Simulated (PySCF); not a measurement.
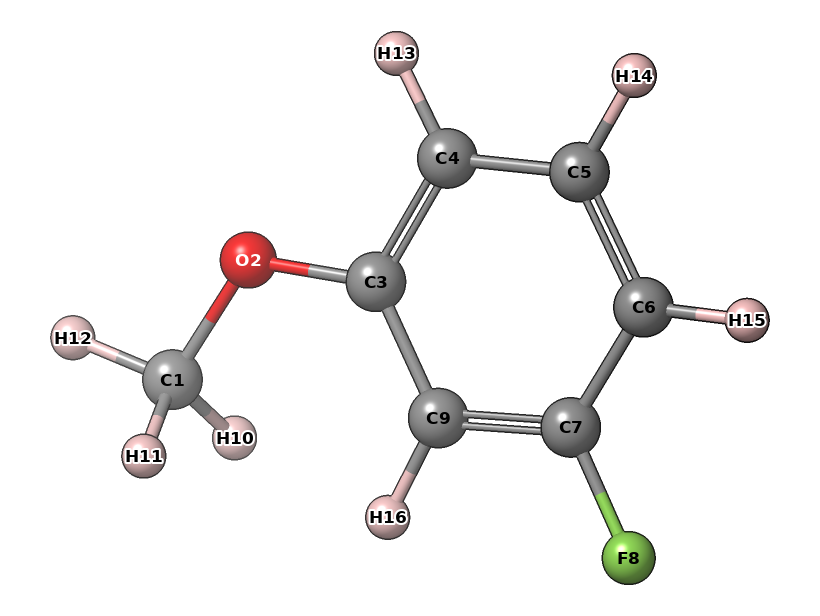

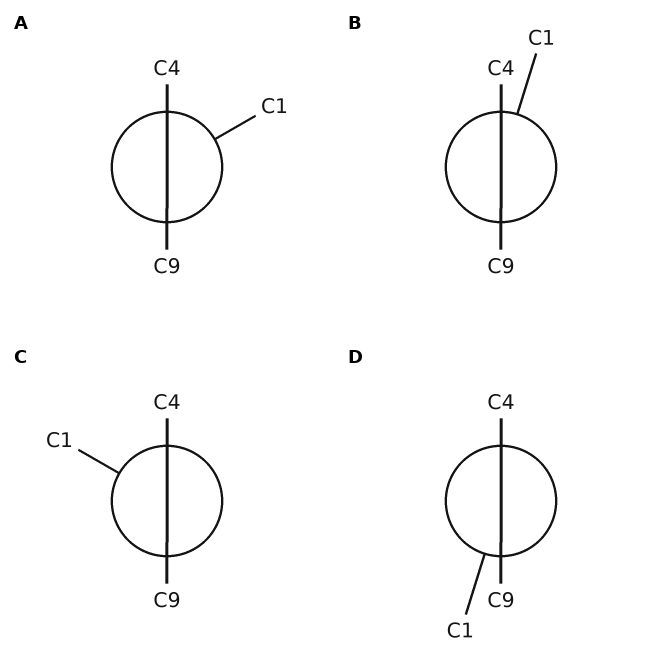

Atoms fade into the background with distance from the viewer. Bonds that would overlap in a projection are set slightly apart. Computed geometry: PBE0-D3(BJ)/def2-SVP optimisation. No frequency run is at hand to confirm it as a minimum.

Q: Which Newman projection shows the view along C3–O2, with C3 in front?

A: D. The torsion angle C4–C3–O2–C1 is 180°, antiperiplanar (anti).
